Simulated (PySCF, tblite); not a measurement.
# thietane 1-oxide (C3H6OS): isotopologues and vibrational averages

How do isotopes change the rotational constants and shieldings of thietane 1-oxide (C3H6OS) (`O=S1CCC1`)?

Programs: PySCF 2.14.0 with density-fitted response routines of our own, and tblite 0.8.0. All values are computed, except where a source is named. Atoms count from 0 throughout.

### 1 The molecule as given

11 atoms, charge 0, multiplicity 1; geometry from: force field or distance geometry start.

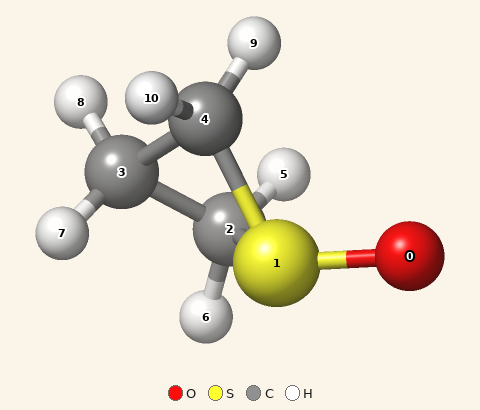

The starting geometry (oxygen red, sulfur yellow, carbon grey, hydrogen white), atoms numbered.

### 2 GFN2-xTB relaxation, lowest of a short conformer search

What the job is given:

```
{"job": {"xc": "GFN2-xTB", "basis": "xTB", "kind": "relax"}, "charge": 0, "multiplicity": 1}
O     -0.346600     2.411500     1.005500
S     -0.403000     1.387700    -0.105700
C     -0.918300    -0.266200     0.391400
C      0.065800    -0.781000    -0.625900
C      1.016400     0.272000    -0.117300
H     -0.790900    -0.596100     1.399900
H     -2.007900    -0.438400     0.055300
H     -0.216800    -0.591400    -1.628700
H      0.399500    -1.853600    -0.372900
H      1.462100    -0.024500     0.834400
H      1.761400     0.490700    -0.939800
```

Launch:

```
$ OMP_NUM_THREADS=1 python ens_run.py task.json out
```

This one command runs the whole study; its stages follow in the order run.

The program printed:

```text
step      E/eV     max force
  0    -455.21083    4.536
  1    -455.70350    1.905
  2    -455.77999    0.842
  3    -455.84539    0.718
  4    -455.89523    0.540
  5    -455.91402    0.391
  6    -455.93298    0.378
  7    -455.94406    0.355
  8    -455.95346    0.245
  9    -455.96065    0.216
 10    -455.96819    0.279
 11    -455.97604    0.302
 12    -455.98513    0.269
 13    -455.99457    0.275
 14    -456.00178    0.188
 15    -456.00598    0.169
 16    -456.00920    0.175
 17    -456.01266    0.199
 18    -456.01696    0.225
 19    -456.02231    0.298
 20    -456.02832    0.291
 21    -456.03424    0.195
 22    -456.03880    0.160
 23    -456.04179    0.152
 24    -456.04448    0.159
 25    -456.04720    0.158
 26    -456.04936    0.144
 27    -456.05104    0.102
 28    -456.05239    0.130
 29    -456.05335    0.079
 30    -456.05386    0.059
 31    -456.05410    0.060
 32    -456.05428    0.041
 33    -456.05457    0.031
 34    -456.05475    0.032
 35    -456.05484    0.026
 36    -456.05489    0.018
 37    -456.05493    0.015
 38    -456.05495    0.012
 39    -456.05497    0.010
 40    -456.05497    0.007
 41    -456.05498    0.006
 42    -456.05498    0.004
 43    -456.05498    0.003
```

Run time: 0.17 s. Hardware: 1 thread of Arm Neoverse V1, shared host.

The energy fell by 0.844 eV, and the atoms moved 0.29 Å (root mean square).

### 3 Tight optimisation and Hessian

What the job is given:

```
{"job": {"xc": "PBE0", "basis": "pcSseg-1", "grid": 2, "temperatures": [200, 250], "kind": "geom"}, "charge": 0, "multiplicity": 1}
O     -0.186966     2.096392     1.375228
S     -0.359912     1.481728     0.063679
C     -1.075569    -0.234049     0.260604
C      0.095226    -0.845592    -0.502122
C      1.059625     0.314610    -0.277903
H     -1.083398    -0.486576     1.317060
H     -2.063997    -0.365597    -0.169104
H     -0.142935    -0.956670    -1.559634
H      0.438285    -1.808817    -0.123275
H      1.652146     0.216064     0.627096
H      1.689192     0.599190    -1.115485
```

The program printed:

```text
step   0  E = -16078.4493673 eV  max force = 2.29269
step   1  E = -16078.5557596 eV  max force = 0.19438
step   2  E = -16078.5526657 eV  max force = 0.14159
step   3  E = -16078.5603162 eV  max force = 0.08041
step   4  E = -16078.5606905 eV  max force = 0.05534
step   5  E = -16078.5608111 eV  max force = 0.02991
step   6  E = -16078.5608512 eV  max force = 0.00988
step   7  E = -16078.5608531 eV  max force = 0.00266
step   8  E = -16078.5608537 eV  max force = 0.00064
step   9  E = -16078.5608537 eV  max force = 0.00064
step  10  E = -16078.5608537 eV  max force = 0.00020
harmonic wavenumbers (cm-1): 165.7 282.7 369.3 496.6 656.3 662.6 793.6 872.9 975.5 975.9 987.6 992.8 1123.4 1145.9 1210.7 1225.4 1228.0 1301.4 1448.1 1466.8 1495.3 3078.2 3082.3 3083.1 3130.0 3162.6 3164.1
```

Run time: 10 min. Hardware: 1 thread of Arm Neoverse V1, shared host; peak memory 0.68 GiB.

### 4 Displacements along the modes, parent

What the job is given:

```
{"job": {"xc": "PBE0", "basis": "pcSseg-1", "grid": 2, "temperatures": [200, 250], "kind": "vib", "mass_numbers": [16, 32, 12, 12, 12, 1, 1, 1, 1, 1, 1]}, "charge": 0, "multiplicity": 1}
O     -0.246862     2.229624     1.277876
S     -0.364334     1.440145     0.003848
C     -1.052641    -0.257757     0.279613
C      0.083305    -0.850509    -0.554317
C      1.061551     0.285179    -0.253422
H     -0.941619    -0.462061     1.350661
H     -2.089584    -0.408829    -0.032213
H     -0.178535    -0.875031    -1.618006
H      0.412846    -1.854750    -0.270041
H      1.547801     0.176938     0.722854
H      1.789769     0.587733    -1.010709
```

The program printed:

```text
mode    cm-1    km/mol   phi_rrr   E(+)/cm-1  E(-)/cm-1
  1    165.66     5.09      53.6      33.46      29.50
  2    282.71     5.56      -2.4      50.78      51.24
  3    369.30     8.73     -50.1      65.03      68.66
  4    496.57     1.21     -35.3      88.15      90.71
  5    656.27    13.05       4.2     118.28     118.18
  6    662.55     9.35     -85.9     116.66     122.83
  7    793.58     0.11       4.2     144.15     143.87
  8    872.90     1.68     -30.0     156.34     158.54
  9    975.49     4.01     136.2     180.65     170.86
 10    975.88     0.53      60.6     178.09     173.74
 11    987.57     2.23      -2.1     178.03     178.17
 12    992.77    11.68     -15.2     178.54     179.62
 13   1123.39   149.99     331.3     214.60     190.74
 14   1145.86     0.00      -0.2     206.68     206.97
 15   1210.66     0.29      33.2     219.29     216.86
 16   1225.42    20.89     -13.2     220.47     221.44
 17   1227.99     3.47      -0.5     221.47     221.75
 18   1301.38     3.44       0.6     234.94     235.06
 19   1448.10     8.49       5.0     260.99     260.63
 20   1466.81    11.72     -31.3     263.00     265.26
 21   1495.29     2.15      49.8     271.08     267.50
 22   3078.24    17.31   -1332.6     508.96     604.74
 23   3082.30     7.91    -418.9     541.23     571.35
 24   3083.06     0.27    -998.8     520.53     592.36
 25   3129.99     6.89     601.0     587.85     544.67
 26   3162.56     8.56      41.4     572.37     569.40
 27   3164.10     4.00     460.6     587.51     554.40
```

Run time: 11 min. Hardware: 1 thread of Arm Neoverse V1, shared host; peak memory 0.67 GiB.

### 5 Displacements along the modes, 2H at atom 5

The job, as its differences from that of step 4:

```diff
@@ -1,2 +1,2 @@
-{"job": {"xc": "PBE0", "basis": "pcSseg-1", "grid": 2, "temperatures": [200, 250], "kind": "vib", "mass_numbers": [16, 32, 12, 12, 12, 1, 1, 1, 1, 1, 1]}, "charge": 0, "multiplicity": 1}
+{"job": {"xc": "PBE0", "basis": "pcSseg-1", "grid": 2, "temperatures": [200, 250], "kind": "vib", "mass_numbers": [16, 32, 12, 12, 12, 2, 1, 1, 1, 1, 1]}, "charge": 0, "multiplicity": 1}
 O     -0.246862     2.229624     1.277876
```

The program printed:

```text
mode    cm-1    km/mol   phi_rrr   E(+)/cm-1  E(-)/cm-1
  1    162.04     4.89      52.6      32.70      28.80
  2    275.95     5.47       9.7      50.28      49.31
  3    354.53     8.16     -48.1      62.49      65.94
  4    487.45     0.69      31.9      88.95      86.63
  5    636.39     9.95     -79.1     112.13     117.84
  6    655.15    12.89     -80.1     115.27     120.84
  7    741.89     0.56     -11.2     133.97     134.76
  8    767.31     1.77     -13.2     138.33     139.26
  9    883.26     1.02     -25.6     158.34     160.19
 10    963.80     7.26      88.0     176.86     170.54
 11    979.16     1.30     178.0     182.92     170.12
 12    986.08     3.68      50.4     179.59     175.95
 13   1119.86    58.30      61.5     203.89     199.60
 14   1123.71    86.41     135.0     207.55     197.64
 15   1146.86    12.81     -12.3     206.17     207.19
 16   1211.70    17.46      -4.0     218.44     218.69
 17   1224.07     4.58      19.7     221.64     219.99
 18   1297.20     2.17     -17.8     233.52     234.64
 19   1309.25     8.23      49.5     238.10     234.44
 20   1458.87    10.22      79.9     265.76     259.94
 21   1491.43     3.99     -61.7     266.42     270.87
 22   2282.76     0.52    1220.1     457.64     370.01
 23   3078.24    17.25    1341.8     605.09     508.66
 24   3082.58     4.06    1394.8     607.91     507.67
 25   3129.97     6.81    -605.3     544.44     587.93
 26   3140.43     9.25    1819.4     635.63     505.06
 27   3163.29     6.14     742.7     599.16     545.83
```

Run time: 11 min. Hardware: 1 thread of Arm Neoverse V1, shared host; peak memory 0.63 GiB.

### 6 Vibrational averages by isotopologue

What the job is given:

```
{"job": {"xc": "PBE0", "basis": "pcSseg-1", "grid": 2, "temperatures": [200, 250], "kind": "iso"}, "charge": 0, "multiplicity": 1}
O     -0.246862     2.229624     1.277876
S     -0.364334     1.440145     0.003848
C     -1.052641    -0.257757     0.279613
C      0.083305    -0.850509    -0.554317
C      1.061551     0.285179    -0.253422
H     -0.941619    -0.462061     1.350661
H     -2.089584    -0.408829    -0.032213
H     -0.178535    -0.875031    -1.618006
H      0.412846    -1.854750    -0.270041
H      1.547801     0.176938     0.722854
H      1.789769     0.587733    -1.010709
```

The program printed:

```text
parent
  Be/MHz 8803.856 3539.376 2970.104
  B0/MHz 8711.317 3515.308 2946.381
  ZPE/cm-1 19288.2
  <sigma>(0 K)/ppm 152.626 135.062 122.431 167.552 122.407 27.899 27.576 28.872 28.662 27.901 27.575
2H at atom 5
  Be/MHz 8327.355 3497.178 2933.834
  B0/MHz 8240.714 3474.103 2910.473
  ZPE/cm-1 18576.6
  <sigma>(0 K)/ppm 153.150 135.642 122.847 167.667 122.422 28.020 27.597 28.881 28.668 27.903 27.575
```

Run time: 33 min. Hardware: 1 thread of Arm Neoverse V1, shared host; peak memory 0.68 GiB. This counts the whole study up to here.

Rotational constants (MHz) at equilibrium and in the ground state:

| isotopologue | Be | B0 | zero-point change (cm⁻¹) |
| --- | --- | --- | --- |
| parent | 8803.9, 3539.4, 2970.1 | 8711.3, 3515.3, 2946.4 | 0.0 |
| 2H at atom 5 | 8327.4, 3497.2, 2933.8 | 8240.7, 3474.1, 2910.5 | -711.6 |

Shieldings of the first species (ppm): at equilibrium, the vibrational parts at 0 K, and the averages:

| atom | equilibrium | anharmonic | harmonic | 0 K | 200 K | 250 K |
| --- | --- | --- | --- | --- | --- | --- |
| O0 | 175.20 | -4.60 | -17.98 | 152.63 | 151.48 | 150.76 |
| S1 | 155.64 | -8.52 | -12.06 | 135.06 | 133.92 | 133.22 |
| C2 | 127.59 | -1.46 | -3.70 | 122.43 | 122.32 | 122.24 |
| C3 | 173.08 | -1.72 | -3.81 | 167.55 | 167.42 | 167.34 |
| C4 | 127.61 | -1.49 | -3.71 | 122.41 | 122.29 | 122.20 |
| H5 | 28.56 | -0.15 | -0.51 | 27.90 | 27.89 | 27.89 |
| H6 | 28.24 | -0.15 | -0.52 | 27.58 | 27.56 | 27.56 |
| H7 | 29.67 | -0.21 | -0.59 | 28.87 | 28.85 | 28.84 |
| H8 | 29.39 | -0.16 | -0.58 | 28.66 | 28.65 | 28.64 |
| H9 | 28.56 | -0.15 | -0.51 | 27.90 | 27.89 | 27.89 |
| H10 | 28.24 | -0.15 | -0.52 | 27.58 | 27.56 | 27.56 |

Isotope effects on the shieldings at 0 K (ppb; positive means more shielded):

```
atom  2H at atom 5
  O0           524
  S1           580
  C2           416
  C3           115
  C4            15
  H5           121
  H6            20
  H7             9
  H8             6
  H9             2
 H10            -1
```

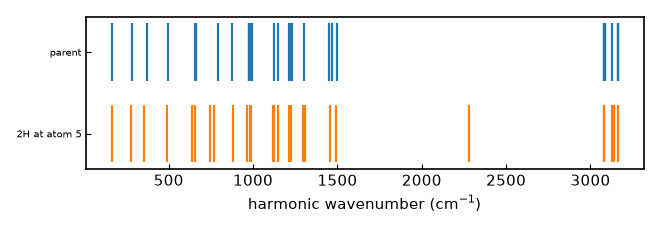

Harmonic wavenumbers of each isotopologue.

### 7 Summary of results

```
                  quantity                       value
               point group                          Cs
   B0 of the first species  8711.3, 3515.3, 2946.4 MHz
         zero-point energy                  19288 cm⁻¹
zero-point change of σ(O0)                  -22.57 ppm
```

**Reading.** Zero-point motion changes the shielding of O0 most, by -22.57 ppm. The largest secondary isotope effect is 580 ppb on S1, 2 bonds from the change (2H at atom 5). The job flags a low mode; perturbation theory is less sure for low modes.
